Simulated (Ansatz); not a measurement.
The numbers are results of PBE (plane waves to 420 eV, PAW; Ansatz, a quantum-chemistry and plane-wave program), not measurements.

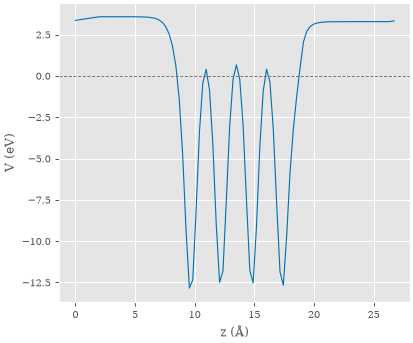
Figure: Planar average of the electrostatic potential across the slab, in eV from the Fermi level, for F on the 1x1 (0001) surface of hcp Sc, one in a 2x2 cell, started at the site 'hollow Sc-Sc-Sc'

Slab: 17 atoms, 7.6 Å thick at the start under the adsorbate (thin: gaps and levels are the slab's own); k 5x5x1, smearing 0.1 eV, dipole-corrected; 8 atoms held, the rest relaxed; start symmetry kept, larger cells not searched; no spin, no spin-orbit, no U, no dispersion correction. At the end it is bonded to 3 Sc. In PBE it is, or lies within 0.03 eV of, the lowest of the starts that converged.

The vacuum level lies 3.28 eV above the Fermi level over the top face and 3.58 eV above it under the bottom face.
